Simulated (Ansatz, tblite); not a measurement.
# Si(vinyl)3Br (C₆H₉BrSi): spin-state energies by level

Aim: set other spin states of Si(vinyl)3Br (C₆H₉BrSi) against its singlet, on many levels of theory.

Method: as each input shows; program: Ansatz 0.2.0, Gaussian basis.

The runs, in order: triplet, at the geometry of the singlet (GFN1-xTB, GFN2-xTB, PBE0-D4/def2-TZVP, PBE-D4/def2-TZVP, r2SCAN-D4/def2-TZVP); the singlet's energies come from earlier runs.

2 further runs of the same task are left out: 2 set aside as unsound or not needed.

## Step 1: The relaxed structure

The singlet was relaxed beforehand with r2SCAN-D4/def2-SVP.

17 atoms, charge 0, spin multiplicity 1.

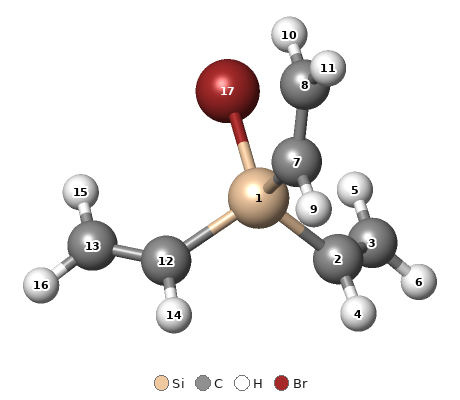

The structure; silicon light orange, carbon grey, hydrogen white, bromine red; atoms are numbered from 1 in the order of the file.

## Step 2: Triplet at the fixed geometry, GFN1-xTB

Tight binding, by tblite at 300 K electronic temperature and without a spin-polarisation term:

```python
tblite.interface.Calculator('GFN1-xTB', numbers, positions, charge=0, uhf=2).singlepoint()
```

Energy -627.6584 eV; 0.049 s.

## Step 3: Triplet at the fixed geometry, GFN2-xTB

Tight binding, by tblite at 300 K electronic temperature and without a spin-polarisation term:

```python
tblite.interface.Calculator('GFN2-xTB', numbers, positions, charge=0, uhf=2).singlepoint()
```

Energy -626.1232 eV; 0.045 s.

## Step 4: Triplet at the fixed geometry, PBE0-D4/def2-TZVP

File in.yaml:

```yaml
crystal:
  periodic: [false, false, false]
  atoms:
    - {symbol: Si, position_ang: [-0.040116, -0.067814, -0.028473]}
    - {symbol: C, position_ang: [-0.287810, 0.058830, 1.819232]}
    - {symbol: C, position_ang: [-0.979854, -0.794384, 2.588133]}
    - {symbol: H, position_ang: [0.187759, 0.923712, 2.309275]}
    - {symbol: H, position_ang: [-1.477049, -1.674950, 2.163952]}
    - {symbol: H, position_ang: [-1.077937, -0.649199, 3.670702]}
    - {symbol: C, position_ang: [1.782907, -0.205800, -0.414329]}
    - {symbol: C, position_ang: [2.387323, -1.226626, -1.039398]}
    - {symbol: H, position_ang: [2.407838, 0.642031, -0.090362]}
    - {symbol: H, position_ang: [1.823863, -2.100565, -1.387628]}
    - {symbol: H, position_ang: [3.467473, -1.231643, -1.228835]}
    - {symbol: C, position_ang: [-0.750859, 1.442742, -0.867776]}
    - {symbol: C, position_ang: [-1.731755, 1.455735, -1.781990]}
    - {symbol: H, position_ang: [-0.309589, 2.408377, -0.572549]}
    - {symbol: H, position_ang: [-2.213255, 0.530285, -2.119980]}
    - {symbol: H, position_ang: [-2.093244, 2.389105, -2.230101]}
    - {symbol: Br, position_ang: [-1.095694, -1.899817, -0.789883]}
basis:
  gaussian: {orbitals: def2-TZVP}
magnetization: {spin_polarized: true, initial_magnetization: 2}
hamiltonian: {xc: pbe0, dispersion: d4}
scf: {omitted_lower_state_checks: [starts]}
output: {orbitals: {seedname: orbitals}}
```

Launch:

```bash
> ansatz run in.yaml --threads 2 --pin off --events-out ev --progress --plain --max-ram 22528MiB --backend cuda --devices 0, --max-vram 18GiB
```

Output:

```text
Functional definition: PBE0
  name "PBE0"
  cite "Adamo & Barone, J. Chem. Phys. 110, 6158 (1999) doi:10.1063/1.478522"
  cite "Perdew, Burke & Ernzerhof, Phys. Rev. Lett. 77, 3865 (1996) doi:10.1103/PhysRevLett.77.3865"
  parent pbe
  parameter a = 0.25
  parameter kappa = 0.804
  parameter beta = 0.06672455060314922
  exchange = (1 - a)*pbe_x(kappa = kappa, mu = beta*pi^2/3) + a*exact_x
  correlation = pbe_c(beta = beta)
these checks for a lower state are left out or cut short: starts
2157 factors; their error is unknown
mean field evaluation 1: about -84246.2230 eV, gradient 6.6e1 eV
mean field evaluation 2: about -84199.9511 eV, gradient 1.1e2 eV
mean field evaluation 4: about -84259.7855 eV, gradient 3.6e1 eV
mean field evaluation 8: about -84271.3395 eV, gradient 1.6e0 eV
mean field evaluation 16: about -84271.8150 eV, gradient 2.1e-2 eV
mean field -84271.81500937 eV, -3096.9320801065 hartree, gradient 5.8e-5 eV, S^2 2.008867; 0 other end points of the search recorded, 0 dependent functions left out
reference -84271.81504947 eV, -3096.9320815802 hartree; 48, 46 occupied and 277, 279 virtual orbitals, 2157 factors
Total energy: -84272.26766892 eV, -3096.9487150380 hartree
Checks for a lower state left out: starts
```

Run time: 4.8 s. Hardware: 1 × H100 (card shared with other runs) with 2 threads of AMD EPYC 7R13, shared host; peak host memory 0.97 GiB.

From the report: HOMO -3.94 eV, LUMO -4.50 eV (over both spins; with the spin held, an empty level of the minority spin lies below the top filled one); ⟨S²⟩ 2.009 (pure: 2.00).

## Step 5: Triplet at the fixed geometry, PBE-D4/def2-TZVP

start.molden holds the orbitals of an earlier run on this state, given as this run's starting guess.

Edit in.yaml of step 4 so:

```diff
@@ -21,5 +21,5 @@
 basis:
-  gaussian: {orbitals: def2-TZVP}
+  gaussian: {orbitals: def2-TZVP, initial_orbitals: start.molden}
 magnetization: {spin_polarized: true, initial_magnetization: 2}
-hamiltonian: {xc: pbe0, dispersion: d4}
+hamiltonian: {xc: pbe, dispersion: d4}
 scf: {omitted_lower_state_checks: [starts]}
```

Launched as before.

Output:

```text
Functional definition: PBE
  name "PBE"
  cite "Perdew, Burke & Ernzerhof, Phys. Rev. Lett. 77, 3865 (1996) doi:10.1103/PhysRevLett.77.3865"
  parent pbe
  parameter kappa = 0.804
  parameter beta = 0.06672455060314922
  exchange = pbe_x(kappa = kappa, mu = beta*pi^2/3)
  correlation = pbe_c(beta = beta)
these checks for a lower state are left out or cut short: starts
2104 factors; their error is unknown
mean field evaluation 1: about -84267.5814 eV, gradient 9.6e0 eV
mean field evaluation 2: about -84267.7797 eV, gradient 3.8e-1 eV
mean field evaluation 4: about -84267.7088 eV, gradient 6.6e-2 eV
mean field evaluation 8: about -84267.7089 eV, gradient 1.8e-4 eV
mean field -84267.70886976 eV, -3096.7811822590 hartree, gradient 1.0e-5 eV, S^2 2.006259; 0 other end points of the search recorded, 0 dependent functions left out
reference -84267.70892482 eV, -3096.7811842826 hartree; 48, 46 occupied and 277, 279 virtual orbitals, 2104 factors
Total energy: -84268.23162982 eV, -3096.8003933369 hartree
Checks for a lower state left out: starts
```

Wall time 4 s (1 × H100 (card shared with other runs) with 2 threads of AMD EPYC 7R13, shared host); peak host memory 0.93 GiB.

Report: HOMO -2.78 eV, LUMO -5.87 eV (over both spins; with the spin held, an empty level of the minority spin lies below the top filled one); ⟨S²⟩ 2.006 (pure: 2.00).

## Step 6: Triplet at the fixed geometry, r2SCAN-D4/def2-TZVP

Edit in.yaml of step 5 so:

```diff
@@ -23,3 +23,3 @@
 magnetization: {spin_polarized: true, initial_magnetization: 2}
-hamiltonian: {xc: pbe, dispersion: d4}
+hamiltonian: {xc: r2scan, dispersion: d4}
 scf: {omitted_lower_state_checks: [starts]}
```

Launched as before.

Output:

```text
Functional definition: r2SCAN
  name "r2SCAN"
  cite "Furness, Kaplan, Ning, Perdew & Sun, J. Phys. Chem. Lett. 11, 8208 (2020) doi:10.1021/acs.jpclett.0c02405"
  cite "Furness, Kaplan, Ning, Perdew & Sun, J. Phys. Chem. Lett. 11, 9248 (2020) doi:10.1021/acs.jpclett.0c03077"
  parent r2scan
  parameter k0 = 0.174
  parameter k1 = 0.065
  parameter a1 = 4.9479
  exchange = r2scan_x(k0 = k0, k1 = k1, a1 = a1)
  correlation = r2scan_c
these checks for a lower state are left out or cut short: starts
2104 factors; their error is unknown
mean field evaluation 1: about -84286.3013 eV, gradient 6.4e0 eV
mean field evaluation 2: about -84286.3786 eV, gradient 1.3e-1 eV
mean field evaluation 4: about -84286.3029 eV, gradient 4.9e-3 eV
mean field evaluation 8: about -84286.3029 eV, gradient 2.4e-5 eV
mean field -84286.30286483 eV, -3097.4644989746 hartree, gradient 2.4e-5 eV, S^2 2.012698; 0 other end points of the search recorded, 0 dependent functions left out
reference -84286.30288302 eV, -3097.4644996428 hartree; 48, 46 occupied and 277, 279 virtual orbitals, 2104 factors
Total energy: -84286.44187279 eV, -3097.4696074229 hartree
Checks for a lower state left out: starts
```

It took 3.4 s on 1 × H100 (card shared with other runs) with 2 threads of AMD EPYC 7R13, shared host; peak host memory 1 GiB.

From the report: HOMO -3.14 eV, LUMO -5.24 eV (over both spins; with the spin held, an empty level of the minority spin lies below the top filled one); ⟨S²⟩ 2.013 (pure: 2.00).

## Step 7: Triplet less singlet, vertical

The singlet's energies are those of its earlier runs, whose logs aren't repeated here.

```csv
level,"triplet less singlet, vertical (kcal/mol)",time
GFN1-xTB,+94.1,0.073 s
GFN2-xTB,+93.3,0.062 s
PBE-D4/def2-TZVP,+94.9,7.7 s
r2SCAN-D4/def2-TZVP,+88.9,6.4 s
PBE0-D4/def2-TZVP,+92.3,9.7 s
```

Times add the two runs; a level without a time comes out of a correlated run. Tight binding without a spin term can't rank spin states.

## Step 8: Results

| quantity | value |
| --- | --- |
| triplet less singlet, vertical, functionals in def2-TZVP | +88.9 (r2SCAN-D4) to +94.9 kcal/mol (PBE-D4) |

What this shows: All functionals put the triplet above the singlet, over a spread of 6.0 kcal/mol. The checks for a lower triplet were left out, so another state of that spin may lie lower. These are electronic energies, without zero-point motion, entropy or surroundings.
